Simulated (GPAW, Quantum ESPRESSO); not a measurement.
# O K-edge XANES of MnO2 (Pyrolusite, P4_2/mnm), part 2 of 2

What does one-electron theory with a core hole give for the O K edge of MnO2 (Pyrolusite, P4_2/mnm)?

GPAW 26.7.0; X-ray absorption from dipole matrix elements to empty bands, plane-wave PAW PBE.

So far. Step 2 (Ground state of the crystal): The mesh shows no gap, so the system is treated as a metal and the core electron is put at the Fermi level (neutral cell). Step 3 (Spectrum without a core hole, O atom 3): Main maxima below 24 eV (height): 1.7 eV (2.32), 3.6 eV (2.62) and 15.9 eV (1.95). A K edge sees empty p states; the first features are O p mixed into the empty d states of the Mn neighbours, and the broad ones above probably into the cations' higher empty bands.

### Step 5. Spectrum with XCH, O atom 3

The holes are 5.3 Å apart. In GPAW the data set carries the hole's charge, so charge=0 means a charged cell and charge=-1 a neutral one. The excited electron is kept in the cell, where it fills the lowest empty states and screens the hole. After the field has converged, empty bands are computed with the density fixed and the dipole matrix elements are summed.

Contents of xas.py:

```python
import numpy as np
from ase import Atoms
from ase.parallel import parprint, paropen
from gpaw import GPAW, PW, FermiDirac, Mixer, MixerDif, setup_paths
from gpaw.test import gen
setup_paths.insert(0, '.')
gen('O', name='fch1s', xcname='PBE', corehole=(1, 0, 1), write_xml=True)
from gpaw.mpi import world
world.barrier()

atoms = Atoms('Mn4O8',
    cell=[[4.3983, 0, 2.873],
     [0, 4.3983, 2.873],
     [-4.3983, 0, 2.873]],
    scaled_positions=[[0.25, 0.5, 0.75],
     [0.75, 0.5, 0.25],
     [0, 0, 0],
     [0.5, 0, 0.5],
     [0.55515, 0.19485, 0.75],
     [0.05515, 0.19485, 0.25],
     [0, 0.69485, 0.30515],
     [0.5, 0.69485, 0.80515],
     [0.94485, 0.80515, 0.75],
     [0.44485, 0.80515, 0.25],
     [0, 0.30515, 0.69485],
     [0.5, 0.30515, 0.19485]],
    magmoms=[4.0, 4.0, -4.0, -4.0, 0.0, 0.0, 0.0, 0.0, 0.0, 0.0, 0.0, 0.0],
    pbc=True)
atoms.calc = calc = GPAW(legacy_gpaw=True, mode=PW(500, force_complex_dtype=True), xc='PBE', setups={4: 'fch1s'},
    kpts={'size': (4, 4, 4), 'gamma': True}, occupations=FermiDirac(0.1),
    charge=-1, mixer=MixerDif(0.05, 8, 50), maxiter=150,
    convergence={'density': 0.0001, 'eigenstates': 1e-6}, txt='scf.txt')
energy = atoms.get_potential_energy() + calc.get_reference_energy()
ef = calc.get_fermi_level()
out = dict(energy=energy, fermi=ef, forces=atoms.get_forces().tolist(), magmoms=atoms.get_magnetic_moments().tolist())
parprint(f'all-electron energy {energy:.4f} eV, Fermi level {ef:.4f} eV')
ev = np.array([[calc.get_eigenvalues(k, s) for k in range(len(calc.get_ibz_k_points()))] for s in range(calc.get_number_of_spins())])
out['homo'], out['lumo'], out['counts'] = ev[ev < ef].max(), ev[ev > ef].min(), sorted(set((ev < ef).sum((0, 2)).tolist()))
out['filled'] = (ev[:, 0] < ef).sum(1).tolist()

from ase.units import Ha
from gpaw.xas import dipole_matrix_elements
nb = int(calc.get_number_of_electrons() / 2) + 89
top, nb = nb, nb + 8 + nb // 12
nscf = calc.fixed_density(kpts={'size': (5, 5, 5), 'gamma': True}, nbands=nb,
    convergence={'bands': top, 'eigenstates': 5e-3}, maxiter=60, txt='nscf.txt')
cell = atoms.cell.array
ops = [cell.T @ U.T @ np.linalg.inv(cell.T) for U in nscf.wfs.kd.symmetry.op_scc]
E = np.arange(-6, 34, 0.1)
fwhm = np.interp(E, [4, 25], [0.9, 3.5])
Y, X, zero, highest = 0, 0, 1e9, 1e9
for spin in range(nscf.get_number_of_spins()):
    wfs = nscf.wfs
    mine = wfs.bd.get_slice()  # this rank's bands
    A = dipole_matrix_elements(wfs.setups[4])
    eps = np.zeros((wfs.kd.nibzkpts, nb))
    d = np.zeros((3, A.shape[1], wfs.kd.nibzkpts, nb), complex)
    for kpt in wfs.kpt_u:
        if kpt.s == spin and 4 in kpt.P_ani:
            eps[kpt.k, mine] = kpt.eps_n * Ha
            d[:, :, kpt.k, mine] = (kpt.weight * wfs.nspins / 2) ** 0.5 * np.inner(A, kpt.P_ani[4])
    world.sum(eps)
    world.sum(d)
    T = np.einsum('amkn,bmkn->abkn', d, d.conj()).real
    T = sum(np.einsum('ai,ijkn,bj->abkn', R, T, R) for R in ops) / len(ops)
    empty = eps > ef
    zero, highest = min(zero, eps[empty].min()), min(highest, eps[:, top - 1].min())
    lines = [(eps, T, empty)] if spin == 0 else lines + [(eps, T, empty)]
for eps, T, empty in lines:
    f = np.einsum('aakn->akn', T).reshape(3, -1)
    x = eps.ravel() - zero
    w = np.interp(x, E, fwhm) / 2.35482
    g = np.exp(-0.5 * ((E[:, None] - x) / w) ** 2) / (w * (2 * np.pi) ** 0.5)
    Y = Y + (f * empty.ravel()) @ g.T
    X = X + (f * ~empty.ravel()) @ g.T
out.update(E=E.round(2).tolist(), xas=Y.tolist(), xes=X.tolist(), zero=zero, valid=highest - zero, nk=len(eps), nb=nb)
for i in range(0, len(E), 10):
    parprint(f'{E[i]:7.2f}', *(f'{v:10.3e}' for v in Y[:, i]))
import json
with paropen('out.json', 'w') as f:
    json.dump(out, f)
```

Launch:

```console
$ OMP_NUM_THREADS=1 mpirun -n 4 gpaw python xas.py
```

Numbers of over 12 decimals in the logs are rounded to 6 here.

Log:

```text
Input parameters:
  charge: -1
  convergence: {density: 0.0001,
                eigenstates: 1e-06}
  kpts: {gamma: True,
         size: (4, 4, 4)}
  maxiter: 150
  mixer: {backend: pulay,
          beta: 0.05,
          method: difference,
          nmaxold: 8,
          weight: 50}
  mode: {ecut: 500.0,
         force_complex_dtype: True,
         name: pw}
  occupations: {fixmagmom: False,
                name: fermi-dirac,
                width: 0.1}
  setups: {4: fch1s}
  xc: PBE

Initialize ...

[... PAW data sets ...]

Reference energy: -141828.371768  # eV

Spin-polarized calculation.
Initial magnetic moment: 0.000000

[... convergence settings ...]
Symmetries present (total): 2
  [... symmetry matrices ...]

64 k-points: 4 x 4 x 4 Monkhorst-Pack grid + [1/8,1/8,1/8]
24 k-points in the irreducible part of the Brillouin zone
       k-points in crystal coordinates                weights
   0:     0.00000000    0.00000000    0.00000000          1/64
   1:     0.00000000    0.25000000    0.25000000          2/64
   2:     0.00000000    0.50000000    0.50000000          1/64
   3:     0.25000000   -0.25000000   -0.25000000          2/64
   4:     0.25000000   -0.25000000    0.25000000          2/64
   5:     0.25000000   -0.25000000    0.50000000          4/64
   6:     0.25000000    0.00000000   -0.25000000          4/64
   7:     0.25000000    0.00000000    0.00000000          2/64
   8:     0.25000000    0.25000000   -0.25000000          2/64
   9:     0.25000000    0.25000000    0.00000000          4/64
          ...
  23:     0.50000000    0.50000000    0.50000000          1/64

Wave functions: Plane wave expansion
  Cutoff energy: 500.000 eV
  Number of coefficients (min, max): 2794, 2863
  Pulay-stress correction: 0.000000 eV/Ang^3 (de/decut=0.000000)
  Using FFTW library
  Wavefunction extrapolation:
    Improved wavefunction reuse through dual PAW basis

Occupation numbers: Fermi-Dirac:
  width: 0.1000  # eV

Eigensolver
   Davidson(niter=2)

Densities:
  Coarse grid: 28*28*28 grid
  Fine grid: 56*56*56 grid
  Total Charge: 0.000000

Density mixing:
  Method: difference
  Backend: pulay
  Linear mixing parameter: 0.05
  old densities: 8
  Width of damping distribution: 1.1
  Damping of long wavelength oscillations: 50

[... Hamiltonian set-up ...]
Number of atoms: 12
Number of atomic orbitals: 84
Number of bands in calculation: 70
Number of valence electrons: 109
Bands to converge: occupied

... initialized

Initializing position-dependent things.

Density initialized from atomic densities
Creating initial wave functions:
  70 bands from LCAO basis set

                   O

              O
                   O
           Mn         Mn
             O
              O
        O          O
               Mn
             O

               Mn

Atomic positions and initial magnetic moments

Positions:
   0 Mn    -2.199150    2.199150    4.309500    ( 0.0000,  0.0000,  4.0000)
   1 Mn     2.199150    2.199150    4.309500    ( 0.0000,  0.0000,  4.0000)
   2 Mn     0.000000    0.000000    0.000000    ( 0.0000,  0.0000, -4.0000)
   3 Mn     0.000000    0.000000    2.873000    ( 0.0000,  0.0000, -4.0000)
   4 O     -0.857009    0.857009    4.309500    ( 0.0000,  0.0000,  0.0000)
   5 O     -0.857009    0.857009    1.436500    ( 0.0000,  0.0000,  0.0000)
   6 O     -1.342141    3.056159    2.873000    ( 0.0000,  0.0000,  0.0000)
   7 O     -1.342141    3.056159    5.746000    ( 0.0000,  0.0000,  0.0000)
   8 O      0.857009    3.541291    7.182500    ( 0.0000,  0.0000,  0.0000)
   9 O      0.857009    3.541291    4.309500    ( 0.0000,  0.0000,  0.0000)
  10 O     -3.056159    1.342141    2.873000    ( 0.0000,  0.0000,  0.0000)
  11 O      1.342141    1.342141    2.873000    ( 0.0000,  0.0000,  0.0000)

Unit cell:
           periodic     x           y           z      points  spacing
[...]
iter:  14  -122.980735c  -4.32  -2.82    +0.2385
iter:  15  -122.980263c  -4.16  -3.01    +0.2337
iter:  16  -122.980175c  -5.00  -3.48    +0.2351
iter:  17  -122.980160c  -5.53  -3.51    +0.2338
iter:  18  -122.980127c  -5.81  -3.67    +0.2341
iter:  19  -122.980119c  -6.79c -3.86    +0.2341
iter:  20  -122.980128c  -6.41c -3.90    +0.2341
iter:  21  -122.980142c  -6.54c -4.07c   +0.2343

Converged after 21 iterations.

Dipole moment: (-0.156543, -0.139806, 0.044092) |e|*Ang

Total magnetic moment: (0.000000, 0.000000, 0.234274)
Local magnetic moments:
   0 Mn ( 0.000000,  0.000000,  2.526540)
   1 Mn ( 0.000000,  0.000000,  2.500698)
   2 Mn ( 0.000000,  0.000000, -2.394870)
   3 Mn ( 0.000000,  0.000000, -2.394892)
   4 O  ( 0.000000,  0.000000, -0.148969)
   5 O  ( 0.000000,  0.000000, -0.039277)
   6 O  ( 0.000000,  0.000000,  0.036778)
   7 O  ( 0.000000,  0.000000,  0.036775)
   8 O  ( 0.000000,  0.000000, -0.047322)
   9 O  ( 0.000000,  0.000000, -0.006914)
  10 O  ( 0.000000,  0.000000,  0.036778)
  11 O  ( 0.000000,  0.000000,  0.036775)

Energy contributions relative to reference atoms: (reference = -141828.371768)

Kinetic:        +88.725626
Potential:      -96.553840
External:        +0.000000
XC:            -115.763558
Entropy (-ST):   -0.107757
Local:           +0.665508
SIC:             +0.000000
--------------------------
Free energy:   -123.034020
Extrapolated:  -122.980142

Spin contamination: 6.698501 electrons
Showing only first 2 kpts
                      Up                     Down
 Kpt  Band  Eigenvalues  Occupancy  Eigenvalues  Occupancy
  0    52      5.89349    0.99998      5.72835    1.00000
  0    53      5.89709    0.99997      5.98917    0.99994
  0    54      6.28307    0.99881      6.39424    0.99639
  0    55      6.94722    0.52266      6.95805    0.49561

  1    52      5.71438    1.00000      5.76862    0.99999
  1    53      5.77466    0.99999      6.02685    0.99991
  1    54      7.00133    0.38928      6.58423    0.97635
  1    55      7.23299    0.05914      7.33465    0.02224

Fermi level: 6.95629

No gap
No difference between direct/indirect transitions

Forces in eV/Ang:
  0 Mn   -2.27644    2.27644   -0.00002
  1 Mn    0.33801   -0.33801   -0.00004
  2 Mn    1.32871   -1.32871    2.28653
  3 Mn    1.32868   -1.32868   -2.28667
  4 O    -0.60049    0.60049    0.00010
  5 O    -0.25711    0.25711    0.00002
  6 O     0.37647    0.25890    0.04348
  7 O     0.37628    0.25907   -0.04337
  8 O     0.24060   -0.24060   -0.00003
  9 O    -0.32850    0.32850   -0.00003
 10 O    -0.25890   -0.37647    0.04348
 11 O    -0.25907   -0.37628   -0.04337
Scalar-relativistic atomic PBE calculation for O (Oxygen, Z=8)
Core hole in 1s state (1s occupation: 1.0)
300 radial gridpoints.
|------------------------------------------------|
|------------------------------------------------|
[... the atom generator's iteration count ...]

Energy contributions:
-------------------------
Kinetic:      +54.482386
XC:            -6.221029
Potential:   -102.872811
-------------------------
Total:        -54.611454

state      eigenvalue         ekin         rmax
-----------------------------------------------
1s^1.0 :   -21.894578    30.998381        0.126
2s^2.0 :    -1.608483     4.112072        0.796
2p^4.0 :    -1.062351     3.814965        0.685
-----------------------------------------------
(units: Bohr and Hartree)

Generating PAW setup
Kinetic energy of the core from tauc = 31.023928
Cutoffs:
rc(s)=1.300
rc(p)=1.130
rc(d)=1.170
rc(vbar)=1.300
rc(comp)=1.260
rc(nct)=1.300

Kinetic energy of the core states: 30.998381
Charge: 1.0
Core electrons: 1.0
Valence electrons: 6.0
Pseudo-core charge: 0.000187
Shape function alpha=6.299
Pseudo-electron charge 5.288669
state    eigenvalue         norm
--------------------------------
2s(2) :    -1.608483     1.066038
*s    :    -0.608483
2p(4) :    -1.062351     0.789101
*p    :    -0.062351
*d    :     0.000000
--------------------------------

Diagonalizing with gridspacing h=0.050

state   all-electron     PAW
-------------------------------
2s:      -1.608483    -1.609927
2p:      -1.062351    -1.068630
*d:                   -0.061610
*f:                   -0.013338
-------------------------------
all-electron energy -141951.3519 eV, Fermi level 6.9563 eV
  -6.00  8.843e-61  8.843e-61  2.418e-60
  -5.00  3.016e-44  3.016e-44  6.142e-44
  -4.00  1.164e-30  1.164e-30  1.806e-30
  -3.00  5.250e-20  5.250e-20  6.685e-20
  -2.00  2.992e-12  2.992e-12  3.525e-12
  -1.00  2.603e-07  2.603e-07  3.048e-07
  -0.00  5.905e-05  5.905e-05  6.840e-05
[...]
31.00  6.026e-05  6.026e-05  8.464e-05
  32.00  5.995e-05  5.995e-05  1.042e-04
  33.00  6.535e-05  6.535e-05  1.192e-04
```

Run time: 4.5 min. Hardware: 4 MPI ranks of Arm Neoverse V1, shared host; peak memory 0.65 GiB; 18 min of CPU time.

The O K spectrum, O atom 3, excited-electron core hole (neutral cell) (energy from the lowest empty level; intensity scaled to a mean of 1 over the first 20 eV; polarised curves are means over the symmetry-equivalent atoms):

| E (eV) | isotropic | ε ⊥ c | ε ∥ c |
| --- | --- | --- | --- |
| -2.0 | 0.00 | 0.00 | 0.00 |
| -0.5 | 0.07 | 0.06 | 0.07 |
| 1.0 | 1.71 | 1.70 | 1.73 |
| 2.5 | 1.61 | 1.37 | 2.09 |
| 4.0 | 0.18 | 0.19 | 0.15 |
| 5.5 | 0.00 | 0.00 | 0.00 |
| 7.0 | 0.02 | 0.02 | 0.02 |
| 8.5 | 0.23 | 0.23 | 0.24 |
| 10.0 | 0.99 | 0.96 | 1.04 |
| 11.5 | 1.57 | 1.32 | 2.05 |
| 13.0 | 1.80 | 1.53 | 2.33 |
| 14.5 | 2.25 | 2.27 | 2.21 |
| 16.0 | 1.67 | 1.98 | 1.05 |
| 17.5 | 0.76 | 0.92 | 0.46 |
| 19.0 | 0.40 | 0.43 | 0.33 |
| 20.5 | 0.39 | 0.35 | 0.47 |
| 22.0 | 0.47 | 0.39 | 0.63 |
| 23.5 | 0.59 | 0.60 | 0.56 |
| 25.0 | 0.72 | 0.84 | 0.47 |
| 26.5 | 0.69 | 0.80 | 0.48 |
| 28.0 | 0.63 | 0.70 | 0.48 |
| 29.5 | 0.59 | 0.62 | 0.53 |
| 31.0 | 0.57 | 0.50 | 0.70 |

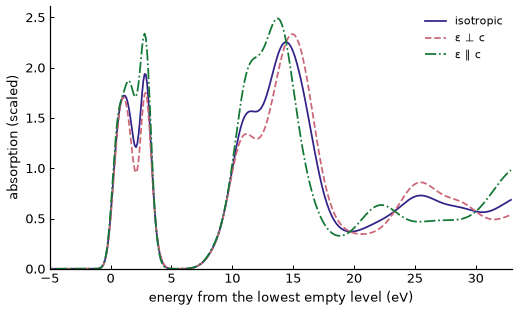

The O K edge, O atom 3, excited-electron core hole (neutral cell): main maxima at 1.1, 2.8 and 14.4 eV.

Main maxima below 24 eV (height): 1.1 eV (1.72), 2.8 eV (1.94) and 14.4 eV (2.25). 

The total-energy difference is 528.43 eV.

### Step 6. With and without the hole

Both curves are counted from their own zero, so only the shift of weight within the empty states shows.

| E (eV) | no hole | XCH |
| --- | --- | --- |
| -2.0 | 0.00 | 0.00 |
| -1.0 | 0.00 | 0.00 |
| 0.0 | 0.21 | 0.52 |
| 1.0 | 1.57 | 1.71 |
| 2.0 | 2.21 | 1.22 |
| 3.0 | 1.74 | 1.85 |
| 4.0 | 2.01 | 0.18 |
| 5.0 | 0.05 | 0.00 |
| 6.0 | 0.00 | 0.00 |
| 7.0 | 0.00 | 0.02 |
| 8.0 | 0.03 | 0.12 |
| 9.0 | 0.12 | 0.40 |
| 10.0 | 0.34 | 0.99 |
| 11.0 | 0.69 | 1.51 |
| 12.0 | 0.90 | 1.56 |
| 13.0 | 1.00 | 1.80 |
| 14.0 | 1.34 | 2.20 |
| 15.0 | 1.80 | 2.16 |
| 16.0 | 1.95 | 1.67 |
| 17.0 | 1.77 | 1.03 |
| 18.0 | 1.28 | 0.58 |
| 19.0 | 0.75 | 0.40 |
| 20.0 | 0.46 | 0.37 |
| 21.0 | 0.39 | 0.41 |
| 22.0 | 0.41 | 0.47 |
| 23.0 | 0.43 | 0.54 |
| 24.0 | 0.47 | 0.64 |
| 25.0 | 0.53 | 0.72 |
| 26.0 | 0.60 | 0.72 |
| 27.0 | 0.60 | 0.67 |
| 28.0 | 0.56 | 0.63 |
| 29.0 | 0.53 | 0.60 |
| 30.0 | 0.50 | 0.57 |
| 31.0 | 0.47 | 0.57 |
| 32.0 | 0.45 | 0.62 |

With each curve scaled to its own mean, the area from −2 to 6 eV with the hole is 5.5 against 7.8, and the centre of weight from −1 to 20 eV moves by +0.3 eV (first and strongest maxima below 20 eV: 1.7 eV (2.32), 3.6 eV (2.62) and 15.9 eV (1.95) without the hole, 1.1 eV (1.72), 2.8 eV (1.94) and 14.4 eV (2.25) with it): the near-edge weight falls against the higher-lying part.

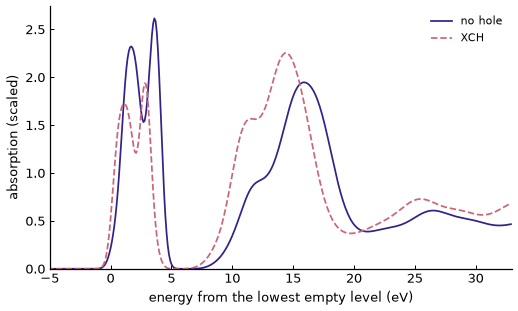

The O K edge with and without the core hole, each from its own zero; the highest intensity below 16 eV lies at 14.4 eV with the hole.

### Step 7. Runs not followed above

These runs aren't followed: redraws of a spectrum that repeat one shown, runs with a planted fault or a state judged unsound, or a program's part that gave no sound spectrum.

| program | step | status | elapsed |
| --- | --- | --- | --- |
| Quantum ESPRESSO | ground state | timeout | 12 min |

### Step 8. Results

| Property | Result |
| --- | --- |
| absorber and edge | O K, atom 3 of the ground-state input (counted from 1) |
| surroundings | 2 Mn at 1.88 Å and 1 Mn at 1.90 Å (distorted trigonal planar, site symmetry m2m) |
| highest intensity below 16 eV | 14.4 eV above the zero, height 2.25 |
| photon energy of the zero (spin-polarised hole, raw) | 528.4 eV (uncertain by a few eV) |

**Reading.** The O K edge of atom 3, with 2 Mn at 1.88 Å and 1 Mn at 1.90 Å (distorted trigonal planar, site symmetry m2m), has its highest intensity of the first 16 eV at 14.4 eV above the zero, near 543 eV in photon energy (uncertain by a few eV), 2.3 times the mean level of the first 20 eV (Gaussian full width 0.9 eV up to 4 eV, rising linearly to 3.5 eV at 25 eV). With each curve scaled to its own mean, the area from −2 to 6 eV with the hole is 5.5 against 7.8, and the centre of weight from −1 to 20 eV moves by +0.3 eV (first and strongest maxima below 20 eV: 1.7 eV (2.32), 3.6 eV (2.62) and 15.9 eV (1.95) without the hole, 1.1 eV (1.72), 2.8 eV (1.94) and 14.4 eV (2.25) with it): the near-edge weight falls against the higher-lying part. At the O K edge of atom 3 polarisation matters most near 16.0 eV, where the curves differ by 0.9 on this scale. The same cell was also set up in Quantum ESPRESSO; that part failed, was judged unsound or used a data set known to give false states; its runs are listed without their results. 1 further run of this session is left out of this account as redundant. The hole lies in one spin channel, while the script sums the empty states of both and takes the lower zero; where the two channels are split, this blurs and shifts the curve. The unit cell's mesh shows no gap over 0.35 eV. That is right for a metallic compound; for a small-gap or correlated insulator it would be the fault of the functional or of the assumed magnetic order, and the hole would be screened too well. The spins start antiferromagnetically in a simple order, which needn't be the measured one; gap and edge can depend on it. The holes are only 5.3 Å apart, so the shape is probably not converged with cell size; no larger cell was run here. The mesh is coarse (0.30 Å⁻¹ between points), so small maxima may be mesh ripples. The structure is a published determination, not relaxed.

[Banner, clock and machine lines of the logs are left out without a mark of their own.]

[Logs are printed without paths, hosts, clocks, repeated set-up lines and the standing remarks that a program may print on its own settings, such as how far it seeks lower states.]

[Hosts, paths, dates, database ids (printed as entryN), source tags and the programs' standing remarks are cut or masked in the printed files.]

[Lists of maxima count a maximum above −3 eV only where it reaches 4 % of the highest in the window and stands out from its surroundings by 2 % of it (1.5 % where it reaches 55 %); shoulders and weaker maxima are passed over, and of the rest the first, up to two pre-edge ones and the few strongest are named.]
